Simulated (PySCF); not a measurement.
**GaNH4O (SMILES [NH2][GaH][OH]): levels of theory compared**

We compute a comparison of 5 runs (SVWN5/3-21G, B3LYP/6-31G*, PBE0/def2-SVP, BLYP/6-311G**, PBE0/cc-pVTZ) of GaNH4O. Input form: a Python script.

Program for the calculation: PySCF 2.14.0.

## (1) Starting point

GaNH4O: 7 atoms, total charge 0, spin state singlet. SMILES: `[NH2][GaH][OH]`. The shape is that of a PBE0-D4/def2-TZVP optimisation. This is one conformer, not always the lowest.

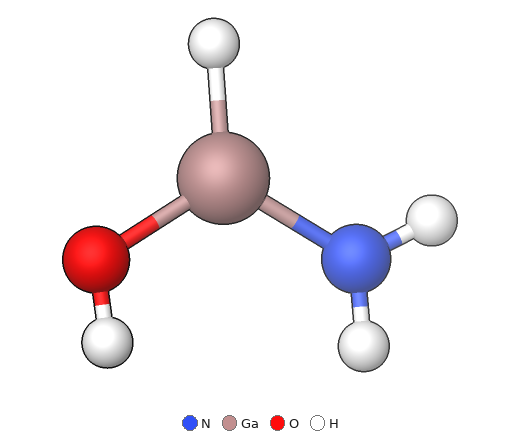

Viewed from a chosen angle; nitrogen blue, gallium pink, oxygen red, hydrogen white.

## (2) Energy and forces at SVWN5/3-21G (run 1)

Contents of input.py:

```python
# [NH2][GaH][OH]
from pyscf import gto, dft

mol = gto.M(
    atom='''
N       -1.169100       0.089600      -0.272700
Ga       0.386800      -0.009600       0.652700
O        1.898500      -0.208700      -0.282300
H       -1.247100       0.041200      -1.273700
H       -2.065600       0.201700       0.168100
H        0.481300       0.067600       2.194500
H        1.776500      -0.249900      -1.232400
''',
    basis='3-21g',
    spin=0,
    verbose=3,
    max_memory=1860,
)

mf = dft.RKS(mol, xc='svwn')
mf.grids.level = 5
mf.conv_tol = 1e-10
mf.kernel()
if not mf.converged:
    mf = mf.newton().run(mf.mo_coeff, mf.mo_occ)

etot = mf.e_tot
print('E(%s) = %.9f' % ('SVWN5', etot))
grad = mf.nuc_grad_method().kernel()
dip = mf.dip_moment()
pop, q = mf.mulliken_pop()
```

The run is started by

```sh
$ OMP_NUM_THREADS=1 python input.py
```

Output:

```text
converged SCF energy = -2043.08652359258
E(SVWN5) = -2043.086523593
--------------- RKS gradients ---------------
         x                y                z
0 N    -0.0445862242     0.0029952757    -0.0237429038
1 Ga    -0.0000898765     0.0016514802     0.0293706733
2 O     0.0279335612    -0.0058168879    -0.0558198319
3 H     0.0014783458     0.0008424228     0.0175501124
4 H     0.0145948812    -0.0019505908    -0.0095198707
5 H    -0.0007185015     0.0002580676     0.0033434971
6 H     0.0013880765     0.0020338831     0.0388173003
----------------------------------------------
Dipole moment(X, Y, Z, Debye): -2.39867,  0.11753, -2.07827
 ** Mulliken pop  **
pop of  0 N 1s            1.98298
pop of  0 N 2s            0.36915
pop of  0 N 3s            1.25801
pop of  0 N 2px           0.59284
pop of  0 N 2py           0.71102
pop of  0 N 2pz           0.57980
pop of  0 N 3px           0.69588
pop of  0 N 3py           1.01385
pop of  0 N 3pz           0.63034
pop of  1 Ga 1s           1.99982
pop of  1 Ga 2s           1.99817
pop of  1 Ga 3s           1.99375
pop of  1 Ga 4s           0.86072
pop of  1 Ga 5s           0.20944
pop of  1 Ga 2px          1.99833
pop of  1 Ga 2py          1.99843
pop of  1 Ga 2pz          1.99838
pop of  1 Ga 3px          1.98410
pop of  1 Ga 3py          1.98124
pop of  1 Ga 3pz          1.98425
pop of  1 Ga 4px          0.37868
pop of  1 Ga 4py          0.27482
pop of  1 Ga 4pz          0.55990
pop of  1 Ga 5px          0.05947
pop of  1 Ga 5py          0.22746
pop of  1 Ga 5pz          0.11863
pop of  1 Ga 3dxy         1.99577
pop of  1 Ga 3dyz         1.99676
pop of  1 Ga 3dz^2        1.96948
pop of  1 Ga 3dxz         1.94902
pop of  1 Ga 3dx2-y2      1.95600
pop of  2 O 1s            1.98238
pop of  2 O 2s            0.41819
pop of  2 O 3s            1.47500
pop of  2 O 2px           0.73074
pop of  2 O 2py           0.78603
pop of  2 O 2pz           0.61310
pop of  2 O 3px           0.91353
pop of  2 O 3py           1.00185
pop of  2 O 3pz           0.68514
pop of  3 H 1s            0.43969
pop of  3 H 2s            0.25585
pop of  4 H 1s            0.43730
pop of  4 H 2s            0.24709
pop of  5 H 1s            0.38411
pop of  5 H 2s            0.66998
pop of  6 H 1s            0.43337
pop of  6 H 2s            0.20015
 ** Mulliken atomic charges  **
charge of    0N =     -0.83386
charge of    1Ga =      0.50737
charge of    2O =     -0.60596
charge of    3H =      0.30446
charge of    4H =      0.31560
charge of    5H =     -0.05410
charge of    6H =      0.36648
```

Run time: 13 s. Hardware: 1 thread of Intel Xeon at 2.50GHz (Skylake/Cascade Lake), shared host; peak memory 0.28 GiB.

## (3) Energy and forces at B3LYP/6-31G(d) (Cartesian functions) (run 2)

Contents of mol.xyz:

```xyz
7
GaH4NO
N     -1.169100     0.089600    -0.272700
Ga     0.386800    -0.009600     0.652700
O      1.898500    -0.208700    -0.282300
H     -1.247100     0.041200    -1.273700
H     -2.065600     0.201700     0.168100
H      0.481300     0.067600     2.194500
H      1.776500    -0.249900    -1.232400
```

Contents of run.py:

```python
import pyscf.grad
from pyscf import gto, dft

system = gto.M(
    atom='mol.xyz',
    spin=0,
    max_memory=1860,
    cart=True,
    basis='6-31g*',
    verbose=3,
)

mf = dft.RKS(system, xc='b3lyp')
mf.conv_tol = 1e-10
mf.grids.level = 5
mf.kernel()
if not mf.converged:
    mf = mf.newton().run(mf.mo_coeff, mf.mo_occ)

etot = mf.e_tot
print(f'total energy: {etot:.8f} hartree')
grad = mf.Gradients().kernel()
mf.analyze()
```

The run is started by

```sh
$ OMP_NUM_THREADS=1 python run.py
```

Output:

```text
converged SCF energy = -2057.0374943417
[... 12 lines left out ...]
MO #1   energy= -372.555337229854  occ= 2
[... 8 lines left out ...]
MO #10  energy= -3.78896172212537  occ= 2
[... 8 lines left out ...]
MO #19  energy= -0.489918730695505 occ= 2
[... 8 lines left out ...]
MO #28  energy= 0.0367555957589293 occ= 0
[... 8 lines left out ...]
MO #37  energy= 0.440413407198051  occ= 0
[... 8 lines left out ...]
MO #46  energy= 0.939784438965987  occ= 0
[... 8 lines left out ...]
MO #55  energy= 1.68817780689948   occ= 0
[... 8 lines left out ...]
MO #64  energy= 2.48335549696785   occ= 0
[... 8 lines left out ...]
MO #73  energy= 73.8338338642904   occ= 0
[... 8 lines left out ...]
Dipole moment(X, Y, Z, Debye): -2.24858,  0.14376, -1.34663
```

Run time: 53 s. Hardware: 1 thread of Intel Xeon at 2.50GHz (Skylake/Cascade Lake), shared host; peak memory 0.72 GiB.

## (4) Energy and forces at PBE0/def2-SVP (run 3)

Contents of input.py:

```python
import pyscf.grad
from pyscf import gto, dft

mol = gto.Mole()
mol.atom = [
    ('N', (-1.169100, 0.089600, -0.272700)),
    ('Ga', (0.386800, -0.009600, 0.652700)),
    ('O', (1.898500, -0.208700, -0.282300)),
    ('H', (-1.247100, 0.041200, -1.273700)),
    ('H', (-2.065600, 0.201700, 0.168100)),
    ('H', (0.481300, 0.067600, 2.194500)),
    ('H', (1.776500, -0.249900, -1.232400)),
]
mol.verbose = 4
mol.charge = 0
mol.max_memory = 1860
mol.basis = 'def2-svp'
mol.build()

ks = dft.RKS(mol)
ks.xc = 'pbe0'
ks.conv_tol = 1e-10
ks.grids.level = 5
ks.kernel()
if not ks.converged:
    ks = ks.newton().run(ks.mo_coeff, ks.mo_occ)

etot = ks.e_tot
print(f'total energy: {etot:.8f} hartree')
grad = ks.Gradients().kernel()
ks.analyze()
```

The run is started by

```sh
$ OMP_NUM_THREADS=1 python input.py
```

Output:

```text
PySCF version 2.14.0

[... 103 lines left out ...]
MO #3   energy= -40.7487171147082  occ= 2
[... 10 lines left out ...]
MO #14  energy= -0.846812786097549 occ= 2
[... 10 lines left out ...]
MO #25  energy= -0.263434669700818 occ= 2
[... 10 lines left out ...]
MO #36  energy= 0.357447070090786  occ= 0
[... 10 lines left out ...]
MO #47  energy= 0.900479175021566  occ= 0
[... 10 lines left out ...]
MO #58  energy= 1.66626147374595   occ= 0
[... 10 lines left out ...]
MO #69  energy= 2.3003323711072    occ= 0
[... 10 lines left out ...]
MO #80  energy= 3.76073926597082   occ= 0
[... 90 lines left out ...]
Dipole moment(X, Y, Z, Debye): -2.19975,  0.14008, -1.32659
```

Run time: 48 s. Hardware: 1 thread of Intel Xeon at 2.50GHz (Skylake/Cascade Lake), shared host; peak memory 0.78 GiB.

Run 4 isn't shown in full; the table further down has it.

## (5) Energy and gradient at PBE0/cc-pVTZ (run 5)

Contents of input.py:

```python
from pyscf import gto, dft

system = gto.M(
    atom='''
N     -1.169100     0.089600    -0.272700
Ga     0.386800    -0.009600     0.652700
O      1.898500    -0.208700    -0.282300
H     -1.247100     0.041200    -1.273700
H     -2.065600     0.201700     0.168100
H      0.481300     0.067600     2.194500
H      1.776500    -0.249900    -1.232400
''',
    verbose=4,
    max_memory=1860,
    charge=0,
    basis='cc-pvtz',
    spin=0,
)

myscf = dft.RKS(system, xc='pbe0')
myscf.grids.level = 5
myscf.conv_tol = 1e-10
myscf.kernel()
if not myscf.converged:
    myscf = myscf.newton().run(myscf.mo_coeff, myscf.mo_occ)

energy = myscf.e_tot
print('E(%s) = %.9f' % ('PBE0', energy))
grad = myscf.nuc_grad_method().kernel()
myscf.analyze()
```

The run is started by

```sh
$ OMP_NUM_THREADS=1 python input.py
```

Output:

```text
PySCF version 2.14.0

[... 97 lines left out ...]
Two-electron Coulomb Energy =         1094.994573726585941
[... 21 lines left out ...]
MO #19  energy= -0.502044097427559 occ= 2
[... 19 lines left out ...]
MO #39  energy= 0.297422876764598  occ= 0
[... 19 lines left out ...]
MO #59  energy= 0.918139351572878  occ= 0
[... 19 lines left out ...]
MO #79  energy= 1.58301498667116   occ= 0
[... 19 lines left out ...]
MO #99  energy= 3.24648141091016   occ= 0
[... 19 lines left out ...]
MO #119 energy= 3.95137969325918   occ= 0
[... 19 lines left out ...]
MO #139 energy= 5.23689384525951   occ= 0
[... 19 lines left out ...]
MO #159 energy= 11.9375221506738   occ= 0
[... 169 lines left out ...]
Dipole moment(X, Y, Z, Debye): -2.06462,  0.13977, -1.09643
```

Run time: 3.7 min. Hardware: 1 thread of Intel Xeon at 2.50GHz (Skylake/Cascade Lake), shared host; peak memory 1.9 GiB.

## (6) All runs side by side

```
run                               level  Cartesian functions   energy (Eh)  dipole moment (D)  HOMO energy (eV)  LUMO energy (eV)  wall time
  1                         SVWN5/3-21G                   no  -2043.086524               3.18             -5.26             -0.43       13 s
  2  B3LYP/6-31G* (Cartesian functions)                  yes  -2057.037494               2.62             -6.82             -0.15       53 s
  3                       PBE0/def2-SVP                   no  -2056.527868               2.57             -7.17              0.15       48 s
  4                       BLYP/6-311G**                   no  -2057.318625               2.56             -5.69             -0.73       65 s
  5                        PBE0/cc-pVTZ                   no  -2056.971556               2.34             -7.34             -0.05    3.7 min
```

## (7) What came out

| quantity | value |
| --- | --- |
| run 5: total energy | -2056.97156 Eh |
| run 5: dipole moment | 2.34 D |
| run 5: HOMO energy | -7.34 eV |
| run 5: LUMO energy | -0.05 eV |
| run 5: HOMO–LUMO gap | 7.28 eV |
| run 5: largest force on an atom | 0.069 eV/Å |

In words: The dipole moment (its size) runs from 2.34 D (PBE0/cc-pVTZ) to 3.18 D (SVWN5/3-21G). The two ends differ in method and basis. The HOMO–LUMO gap runs from 4.84 eV (SVWN5/3-21G) to 7.32 eV (PBE0/def2-SVP). Totals of different functionals can't be ranked against each other. All runs together took 6.7 min, the longest 3.7 min.
